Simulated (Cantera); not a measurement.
A closed system holds: 1 mol MgCl2, 0.022 mol HCl, 48 mol N2, held at 0.0870 bar.

These are equilibrium values from Cantera (NASA tables, ideal gas, pure condensed phases), not measurements of a reactor. Candidate condensed phases: Mg, MgCl2, NH4Cl; 18 gas species. Kinetics and transport are ignored.

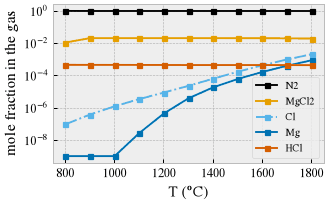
Fig. 1. Equilibrium gas composition (values under 1e-9 drawn at 1e-9)

At 802 °C the condensed part is MgCl2(l). From 902 °C to 1802 °C nothing is condensed. The main Mg-bearing gas is MgCl2 throughout.
